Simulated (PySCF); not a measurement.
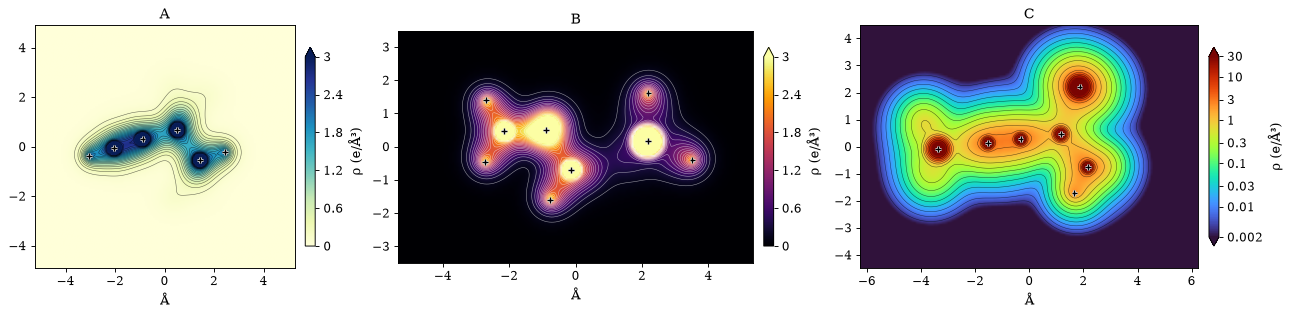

The electron density of 3 systems, each on a plane through atoms (crosses mark nuclei in the plane).

The calculation used PySCF, wB97X-D/def2-SVPD, SCF density, gas phase.

System 1: C$_{5}$H$_{10}$B$_{2}$Si, the plane of atoms C3, C2 and C8. Geometry: GFN2-xTB.

```xyz
18

B    -0.0726   -2.3412    0.6761
C     0.0481   -0.9115    0.1261
C     1.3933   -0.4434   -0.1742
C     2.4931   -0.0533   -0.4895
B     0.4044    0.1492    1.2785
Si   -0.4577    1.8166    0.7213
C    -0.8843    1.1474   -1.0229
C    -0.9760   -0.3739   -0.8826
H     0.8637   -2.9005    1.1020
H    -1.1271   -2.8499    0.7153
H     3.4592    0.2476   -0.7723
H     0.9547   -0.1675    2.2614
H     0.2969    3.0740    0.5817
H    -1.7125    2.1806    1.4080
H    -0.0823    1.4005   -1.7191
H    -1.8044    1.5416   -1.4508
H    -0.8358   -0.8634   -1.8519
H    -1.9693   -0.6465   -0.5190
```

System 2: C$_{3}$H$_{6}$BBrSi (SMILES CB(Br)C#C[SiH3]), the plane of atoms Br3, B2 and C4. Geometry: GFN2-xTB.

```yaml
atoms:
  - { symbol: C, position_ang: [-2.5706, 0.3256, -0.2747] }
  - { symbol: B, position_ang: [-1.4198, 0.0215, 0.7596] }
  - { symbol: Br, position_ang: [-1.8702, -0.3935, 2.5488] }
  - { symbol: C, position_ang: [0.0303, 0.0417, 0.3722] }
  - { symbol: C, position_ang: [1.2070, 0.0641, 0.0707] }
  - { symbol: Si, position_ang: [2.9978, 0.1195, -0.3949] }
  - { symbol: H, position_ang: [-2.2045, 0.6769, -1.2369] }
  - { symbol: H, position_ang: [-3.2715, 1.0664, 0.1123] }
  - { symbol: H, position_ang: [-3.1615, -0.5741, -0.4587] }
  - { symbol: H, position_ang: [3.7365, -0.7406, 0.5301] }
  - { symbol: H, position_ang: [3.1095, -0.3606, -1.7743] }
  - { symbol: H, position_ang: [3.4183, 1.5173, -0.2803] }
```

System 3: C$_{5}$H$_{11}$NSi, the plane of atoms C1, N2 and C3. Geometry: GFN2-xTB.

```xyz
18

C     2.3565   -0.3881    0.8032
N     1.3441    0.1926    0.3574
C     0.4152   -0.4949   -0.4761
C     0.2447    0.3401   -1.7652
Si   -1.2258    1.2657   -0.9735
C    -1.0160   -0.3130    0.0935
C    -1.1322   -0.2884    1.6065
H     2.6053   -1.4390    0.6048
H     3.0440    0.1679    1.4247
H     0.7067   -1.5478   -0.6438
H    -0.0331   -0.2961   -2.6028
H     1.1429    0.8876   -2.0382
H    -0.8832    2.5156   -0.3054
H    -2.4563    1.3760   -1.7598
H    -1.6368   -1.1252   -0.2954
H    -0.8122   -1.2382    2.0365
H    -0.5084    0.4998    2.0202
H    -2.1641   -0.1082    1.9018
```

**Which map belongs to which system?**

Panel A is system 1, C$_{5}$H$_{10}$B$_{2}$Si: the plane holds C and H. C–C (1.21 Å): the density is about 2.7 e/Å³ at the midpoint. Panel B is system 3, C$_{5}$H$_{11}$NSi: the plane holds C, N, Si and H. C–N (1.25 Å): ρ at the midpoint is about 2.9 e/Å³. Panel C is system 2, C$_{3}$H$_{6}$BBrSi: the plane holds C, B, Br, Si and H. C–C (1.21 Å): ρ is about 2.7 e/Å³ halfway.
